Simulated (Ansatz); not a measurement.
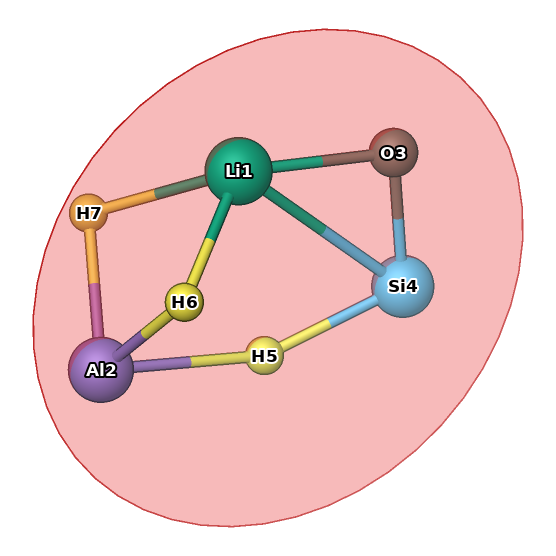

A disc through the centre of mass is drawn in. Atoms fade into the background with distance from the viewer. The species has charge −1 and is a spin singlet. The geometry was computed by an optimisation with PBE-D4/def2-SVPD. No frequency run is at hand to confirm it as a minimum.

Q: Is the plane of the disc a mirror plane of the structure?

A: Yes. The reflection leaves Li1, Al2, O3, Si4, H5 in place and moves H6 ↔ H7. The point group is Cs.
